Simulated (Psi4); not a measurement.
# One shape, several levels: singlet CH2F3Si+

Wanted: a comparison of 4 runs (B3LYP/6-31G*, DSD-PBEP86/def2-SVP, TPSSh/def2-SVP, MP3/def2-SVP) of singlet CH2F3Si+. 

The results are computed with Psi4 1.11.

**1. The system as given**

CH2F3Si+: 7 atoms, total charge +1, spin state singlet. SMILES of the parent species: `[CH2][Si](F)(F)F`. The coordinates come from a PBE0-D4/def2-TZVP relaxation. That shape belongs to the parent species and isn't relaxed for this state.

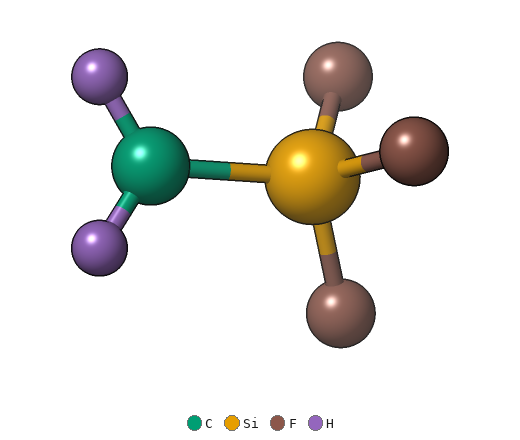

The structure, seen from a chosen angle (carbon teal, silicon amber, fluorine brown, hydrogen purple).

**2. The energy at B3LYP/6-31G(d) (Cartesian functions) (run 1)**

Contents of ch2f3si.xyz:

```xyz
7
CH2F3Si
C     -0.691800     0.401700     0.763500
Si     0.442900    -0.260900    -0.483500
F      0.009400     0.178500    -1.934200
F      0.495400    -1.838000    -0.481100
F      1.916900     0.241300    -0.236600
H     -1.731100     0.616200     0.542200
H     -0.380400     0.593100     1.784100
```

Contents of ch2f3si.py:

```python
import psi4

psi4.set_memory(2200000000)
psi4.set_num_threads(1)
psi4.core.set_output_file('ch2f3si.out', False)

with open('ch2f3si.xyz') as f:
    atoms = ''.join(f.readlines()[2:])
m = psi4.geometry('1 1\n' + atoms + 'symmetry c1\nno_reorient\nno_com')

options = {'basis': '6-31G*', 'puream': False, 'e_convergence': 1e-09, 'd_convergence': 1e-08, 'scf_type': 'pk', 'dft_radial_points': 99, 'dft_spherical_points': 590}
psi4.set_options(options)

e_tot, wfn = psi4.energy('B3LYP', return_wfn=True)
psi4.oeprop(wfn, 'DIPOLE', 'LOWDIN_CHARGES', 'MULLIKEN_CHARGES')
print(f'B3LYP energy: {e_tot:.10f} Eh')
```

Launch:

```
$ python ch2f3si.py
```

ch2f3si.out:

```text
[...]
  Running in c1 symmetry.
[...]
  Nuclear repulsion =  252.903389313826551
[...]
  Multiplicity = 1
[...]
  Nalpha       = 24
  Nbeta        = 24
[...]
    Number of basis functions: 83
[...]
   @RKS iter   1:  -627.96065953932509   -1.91845e-01   7.03270e-03 DIIS/ADIIS
[...]
   @RKS iter  12:  -628.07507888368775   -5.68434e-12   5.61246e-09 DIIS
[...]
  @RKS Final Energy:  -628.07507888368775
   => Energetics <=
    Nuclear Repulsion Energy =            252.9033893138265512
    One-Electron Energy =               -1363.3508134991291172
    Two-Electron Energy =                 529.4290336901054843
    DFT Exchange-Correlation Energy =     -47.0566883884905351
    Empirical Dispersion Energy =           0.0000000000000000
    VV10 Nonlocal Energy =                  0.0000000000000000
    Total Energy =                       -628.0750788836877518
[...]
 Multipole Moments:
 ------------------------------------------------------------------------------------
     Multipole            Electronic (a.u.)      Nuclear  (a.u.)        Total (a.u.)
 ------------------------------------------------------------------------------------
 L = 1.  Multiply by 2.5417464519 to convert [e a0] to [Debye]
 Dipole X            :        -42.3535498           41.0705517           -1.2829981
 Dipole Y            :         24.8662958          -24.1826363            0.6836595
 Dipole Z            :         46.2658747          -44.8409333            1.4249414
 Magnitude           :                                                    2.0356651
[...]
  Mulliken Charges: (a.u.)
   Center  Symbol    Alpha    Beta     Spin     Total
       1     C     3.07451  3.07451  0.00000 -0.14902
       2    SI     6.37007  6.37007  0.00000  1.25985
       3     F     4.64012  4.64012  0.00000 -0.28024
       4     F     4.63051  4.63051  0.00000 -0.26102
       5     F     4.63916  4.63916  0.00000 -0.27832
       6     H     0.32267  0.32267  0.00000  0.35465
       7     H     0.32295  0.32295  0.00000  0.35410
   Total alpha = 24.00000, Total beta = 24.00000, Total charge =  1.00000
  Lowdin Charges: (a.u.)
[...]
```

The script printed:

```text
B3LYP energy: -628.0750788837 Eh
```

Run time: 11 s. Hardware: 1 thread of Intel Xeon 6975P-C (Granite Rapids), shared host; peak memory 1.1 GiB.

**3. The energy at DSD-PBEP86/def2-SVP (density fitting for correlation) (run 2)**

ch2f3si.xyz is that of step 2.

Contents of run.py:

```python
import psi4

psi4.set_memory('2200 MB')
psi4.set_num_threads(1)
psi4.core.set_output_file('output.dat', False)

with open('ch2f3si.xyz') as f:
    atoms = ''.join(f.readlines()[2:])
molecule = psi4.geometry('1 1\n' + atoms + 'symmetry c1')

psi4.set_options({
    'basis': 'def2-SVP',
    'reference': 'rks',
    'puream': True,
    'e_convergence': 1e-09,
    'd_convergence': 1e-08,
    'scf_type': 'pk',
    'dft_radial_points': 99,
    'dft_spherical_points': 590,
    'num_frozen_docc': 9,
})

E = psi4.energy('dsd-pbep86')
print('E =', round(E, 9))
```

Launch:

```
$ python run.py
```

output.dat:

```text
[...]
  Running in c1 symmetry.
[...]
  Nuclear repulsion =  252.903389313826551
[...]
  Multiplicity = 1
[...]
  Nalpha       = 24
  Nbeta        = 24
[...]
    Number of basis functions: 84
[...]
   @RKS iter   1:  -626.35934558329495   -4.64389e-01   6.15158e-03 ADIIS/DIIS
[...]
   @RKS iter  13:  -626.47065095152789   -2.61480e-12   2.36837e-09 DIIS
[...]
    Orbital Energies [Eh]
    ---------------------
    Doubly Occupied:
       1A    -68.205135     2A    -25.955229     3A    -25.950689
       4A    -25.950230     5A    -11.322262     6A     -6.199955
       7A     -4.396188     8A     -4.395851     9A     -4.395418
      10A     -1.682715    11A     -1.651193    12A     -1.649878
      13A     -1.210728    14A     -0.964476    15A     -0.920678
      16A     -0.885907    17A     -0.871006    18A     -0.866510
      19A     -0.816742    20A     -0.816168    21A     -0.793759
      22A     -0.791734    23A     -0.789698    24A     -0.772771
[...]
  @RKS Final Energy:  -626.47065095152789
   => Energetics <=
    Nuclear Repulsion Energy =            252.9033893138265512
    One-Electron Energy =               -1362.4531068796791260
    Two-Electron Energy =                 499.6214468677413834
    DFT Exchange-Correlation Energy =     -16.5423802534168658
    Empirical Dispersion Energy =           0.0000000000000000
    VV10 Nonlocal Energy =                  0.0000000000000000
    Total Energy =                       -626.4706509515278867
[...]
 Multipole Moments:
 ------------------------------------------------------------------------------------
     Multipole            Electronic (a.u.)      Nuclear  (a.u.)        Total (a.u.)
 ------------------------------------------------------------------------------------
 L = 1.  Multiply by 2.5417464519 to convert [e a0] to [Debye]
 Dipole X            :          1.3392210           -3.8020410           -2.4628200
 Dipole Y            :         -0.7874239            2.1999371            1.4125132
 Dipole Z            :         -1.4684039            4.1778927            2.7094888
 Magnitude           :                                                    3.9245389
[...]
```

Standard output:

```text
E = -626.858151669
```

Run time: 9.9 s. Hardware: 1 thread of Intel Xeon 6975P-C (Granite Rapids), shared host; peak memory 1 GiB.

Run 3 isn't shown in full; the table further down has it.

**4. A single-point energy at MP3/def2-SVP (run 4)**

Contents of input.in:

```
memory 2200 MB

molecule m {
  1 1
  C     -0.691800     0.401700     0.763500
  Si     0.442900    -0.260900    -0.483500
  F      0.009400     0.178500    -1.934200
  F      0.495400    -1.838000    -0.481100
  F      1.916900     0.241300    -0.236600
  H     -1.731100     0.616200     0.542200
  H     -0.380400     0.593100     1.784100
  symmetry c1
  no_reorient
  no_com
}

set {
  basis def2-SVP
  puream true
  e_convergence 1e-09
  d_convergence 1e-08
  scf_type pk
  num_frozen_docc 9
  mp_type conv
}

energy("mp3")
```

Launch:

```
$ psi4 -i input.in -o input.out -n 1
```

input.out:

```text
[...]
  Running in c1 symmetry.
[...]
  Nuclear repulsion =  252.903389313826551
[...]
  Multiplicity = 1
[...]
  Nalpha       = 24
  Nbeta        = 24
[...]
    Number of basis functions: 84
[...]
   @RHF iter   1:  -625.56942437549242   -6.60215e-01   6.32980e-03 DIIS/ADIIS
[...]
   @RHF iter  12:  -625.70258773580883   -2.14868e-11   5.80349e-09 DIIS
[...]
    Orbital Energies [Eh]
    ---------------------
    Doubly Occupied:
       1A    -69.141259     2A    -26.513357     3A    -26.510037
       4A    -26.509710     5A    -11.691254     6A     -6.497423
       7A     -4.610515     8A     -4.610184     9A     -4.609921
      10A     -1.815192    11A     -1.783187    12A     -1.782561
      13A     -1.289143    14A     -1.035853    15A     -0.981041
      16A     -0.955845    17A     -0.944818    18A     -0.939602
      19A     -0.891112    20A     -0.891079    21A     -0.866354
      22A     -0.864372    23A     -0.859096    24A     -0.847628
[...]
  @RHF Final Energy:  -625.70258773580883
   => Energetics <=
    Nuclear Repulsion Energy =            252.9033893138265512
    One-Electron Energy =               -1362.3308635078526549
    Two-Electron Energy =                 483.7248864582173837
    Total Energy =                       -625.7025877358088337
[...]
 Multipole Moments:
 ------------------------------------------------------------------------------------
     Multipole            Electronic (a.u.)      Nuclear  (a.u.)        Total (a.u.)
 ------------------------------------------------------------------------------------
 L = 1.  Multiply by 2.5417464519 to convert [e a0] to [Debye]
 Dipole X            :        -42.6786497           41.0705517           -1.6080980
 Dipole Y            :         25.0993035          -24.1826363            0.9166673
 Dipole Z            :         46.6159608          -44.8409333            1.7750275
 Magnitude           :                                                    2.5645625
[...]
	SCS-MP2 Total Energy (a.u.)        :  -626.42303882808847
	SOS-MP2 Total Energy (a.u.)        :  -626.41310067589006
[...]
	SOS-PI-MP2 Total Energy (a.u.)     :  -626.46775551743474
[...]
	MP2 Total Energy (a.u.)            :  -626.44291513248538
[...]
	SCS-MP3 Total Energy (a.u.)        :  -626.42578218631161
[...]
	MP3 Total Energy (a.u.)            :  -626.45388856537772
[...]
```

Run time: 5.1 s. Hardware: 1 thread of Intel Xeon 6975P-C (Granite Rapids), shared host; peak memory 0.47 GiB.

**5. All runs side by side**

```csv
run,level,Cartesian functions,frozen core orbitals,energy (Eh),HOMO energy (eV),LUMO energy (eV),HOMO–LUMO gap (eV),wall time
1,B3LYP/6-31G* (Cartesian functions),yes,0,-628.075079,-16.95,-13.53,3.42,11 s
2,DSD-PBEP86/def2-SVP (density fitting for correlation),no,9,-626.858152,-21.03,-10.77,10.25,9.9 s
3,TPSSh/def2-SVP,no,0,-627.717670,-16.42,-13.82,2.60,28 s
4,MP3/def2-SVP,no,9,-626.453889,-23.07,-8.92,14.14,5.1 s
```

**6. What came out**

```
                                          quantity          value
                               run 4: total energy  -626.45389 Eh
        run 4: HOMO energy (Hartree–Fock orbitals)      -23.07 eV
        run 4: LUMO energy (Hartree–Fock orbitals)       -8.92 eV
      run 4: HOMO–LUMO gap (Hartree–Fock orbitals)       14.14 eV
run 4: correlation energy (9 core orbitals frozen)     -751.3 mEh
```

What this shows: Over runs 1, 2, 3 the HOMO–LUMO gap runs from 2.60 eV (TPSSh/def2-SVP) to 10.25 eV (DSD-PBEP86/def2-SVP). A double hybrid's value is that of its SCF part. Totals of different functionals can't be ranked against each other. All runs together took 54 s, the longest 28 s.
